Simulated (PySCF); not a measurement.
# C4H12O2Si2 (SMILES COC(=O)CC([SiH3])[SiH3]): what the fields show

The calculation's input:

```
{"job": {"kind": "nmr", "xc": "PBE0", "basis": "pcSseg-1"}, "charge": 0, "multiplicity": 1}
C      3.570305    -0.068680    -0.311306
O      2.357060     0.656116    -0.138691
C      1.216671    -0.015269    -0.288887
O      1.164555    -1.196016    -0.537234
C      0.005248     0.851832    -0.109250
C     -1.120168     0.066699     0.560007
Si    -2.682791     1.144682     0.668715
Si    -1.394936    -1.628008    -0.300313
H      3.875362    -0.029936    -1.358573
H      3.431801    -1.109700    -0.014398
H      4.316602     0.416043     0.313912
H     -0.306825     1.164904    -1.110616
H      0.286443     1.748081     0.448229
H     -0.802187    -0.149721     1.585177
H     -3.722147     0.443591     1.418275
H     -2.356307     2.398123     1.362250
H     -3.150084     1.475918    -0.679696
H     -0.666954    -2.724728     0.325484
H     -2.824454    -1.933235    -0.094415
H     -1.202343    -1.500019    -1.741707
```

Command:

```sh
OMP_NUM_THREADS=1 python probes_run.py task.json out
```

Geometry: GFN2-xTB.

The calculation used PySCF 2.14.0, PBE0/pcSseg-1, SCF density, gas phase, non-relativistic.

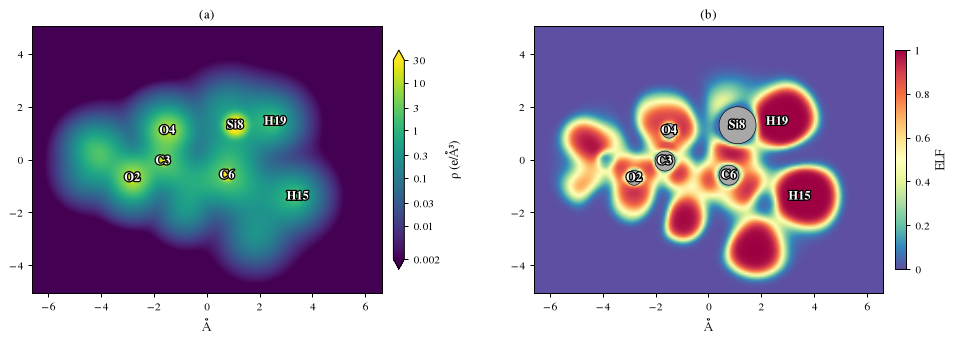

Figure 1. (a) total electron density; (b) ELF on the plane of atoms C6, Si8 and H19. Grey discs cover the atomic cores in the ELF map.

Q: What do the fields say about this system?

A: The plane passes through O, C, Si and H nuclei.
C–O (1.21 Å): ρ is about 3.3 e/Å³ halfway; the ELF peaks at about 0.85 between the atoms; a multiple bond.
C–Si (1.92 Å): ρ is about 0.88 e/Å³ halfway; the ELF peaks at about 0.95 between the atoms (localised, covalent bonding).
C–O (1.33 Å): the density is about 2.5 e/Å³ at the midpoint; the ELF peaks at about 0.90 between the atoms: a polar covalent bond.
Si–H (1.48 Å): ρ is about 0.79 e/Å³ halfway; the ELF climbs to about 1 towards the hydrogen, as it does in any bond to H.
The ELF also peaks beside O2 and O4, away from the bonds: lone-pair regions.

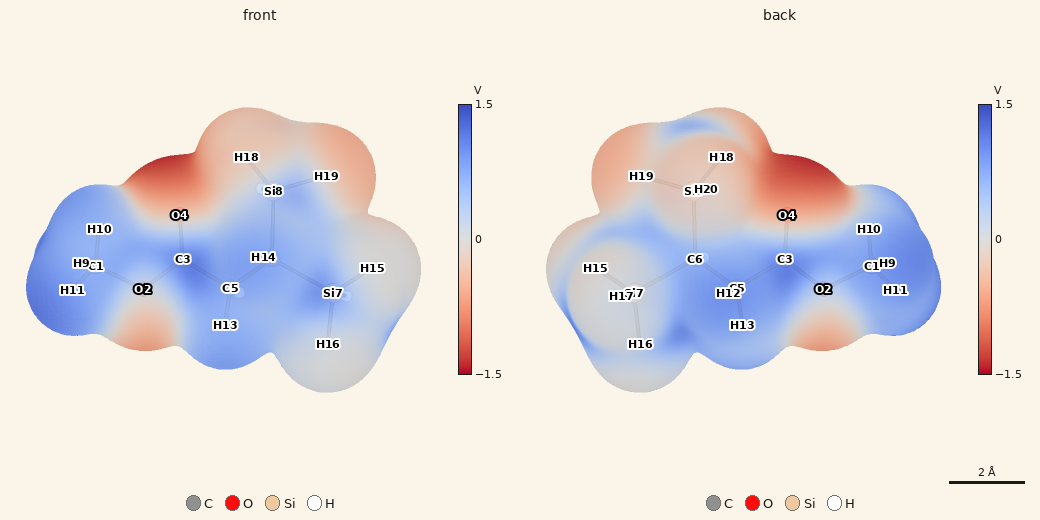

Figure 2. The electrostatic potential painted on the density surface at 0.002 e/bohr³, seen from the front and from behind; red is negative and blue positive.

Q: Where is the surface potential most negative and most positive?

A: The most negative region (about −1.4 V, or −32 kcal/mol for a unit charge) lies over O4, the most positive (about +1.1 V, or +25 kcal/mol for a unit charge) over C1, C3 and H11. O4 is the likeliest acceptor of a hydrogen bond.
